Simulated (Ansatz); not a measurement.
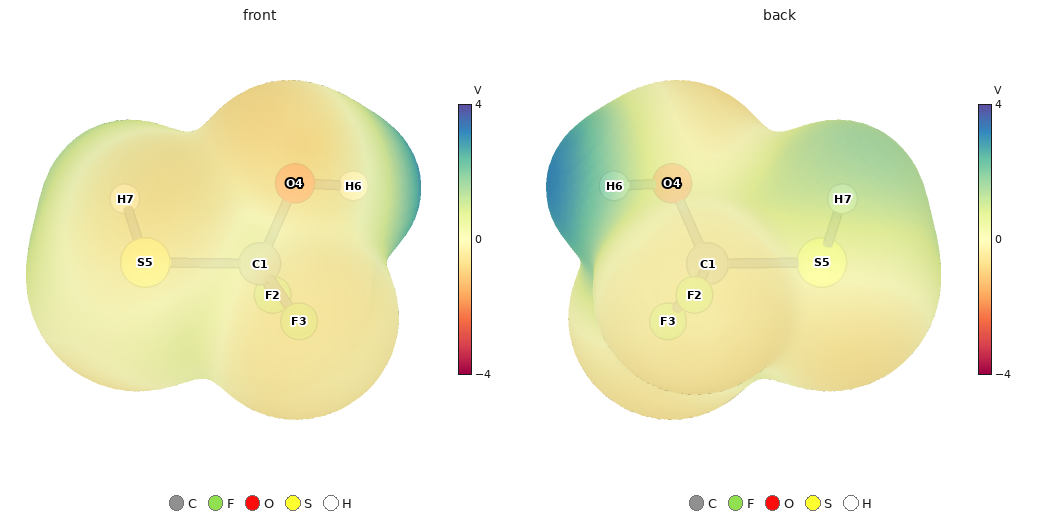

Figure. CH2F2OS (SMILES OC(F)(F)S). The molecular electrostatic potential painted on the density surface at 0.002 e/bohr³, seen from the front and from behind; red is negative and blue positive.

Geometry: B3LYP/6-31G*.

The calculation used isolated molecule in a Gaussian basis; Kohn-Sham density functional theory, functional PBE0 in Ansatz 0.2.0.

The calculation's input:

```
basis:
  gaussian:
    orbitals: def2-TZVPD
crystal:
  periodic: [false, false, false]
  atoms:
    - {symbol: C, position_ang: [-0.842616, 1.626255, -2.269586]}
    - {symbol: F, position_ang: [-0.603901, 0.327693, -2.619729]}
    - {symbol: F, position_ang: [0.345979, 2.106352, -1.809599]}
    - {symbol: O, position_ang: [-1.276492, 2.317938, -3.357571]}
    - {symbol: S, position_ang: [-2.030154, 1.759423, -0.893236]}
    - {symbol: H, position_ang: [-0.680248, 2.105420, -4.099940]}
    - {symbol: H, position_ang: [-3.081145, 1.333929, -1.623231]}
hamiltonian:
  xc: {name: PBE0}
output:
  forces: true
  orbitals: {seedname: orbitals}
```

Run with:

```sh
ansatz run input.yaml --threads 1 --pin off --max-ram 2610MiB --events-out events.jsonl --progress --plain --runs-dir runs
```

Q: Describe the electrostatic potential map.

A: The most negative region (about −0.8 V, or −18 kcal/mol for a unit charge) lies over O4, the most positive (about +3.1 V, or +71 kcal/mol for a unit charge) over H6.

Q: What dipole moment does the calculation give?

A: Its dipole moment is 1.64 D.
